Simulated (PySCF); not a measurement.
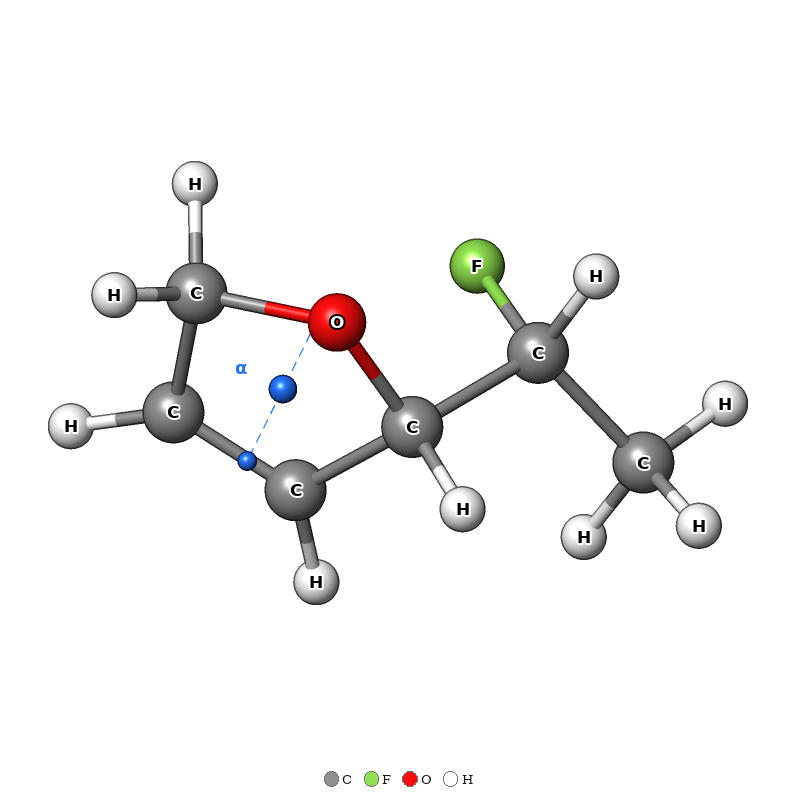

The small points mark where nucleus-independent chemical shifts (NICS) were computed: at the centre of each lettered ring and 1 Å above and below it. Geometry: an end point of a reaction path computed with GFN2-xTB. Method: GIAO PBE0/pcSseg-1 NMR shielding, non-relativistic, gas phase (PySCF 2.14.0).

Give NICS(0), NICS(1) and the out-of-plane component NICS(1)zz for each ring (means of the two sides).

```tsv
ring	members	NICS(0)	NICS(1)	NICS(1)zz
α	C4O	−5.1	−3.0	−6.5
```

Values in ppm.

Question. What do the values say about the ring currents?

Answer. Ring α: weak, as in a non-aromatic ring. NICS is one index among several.
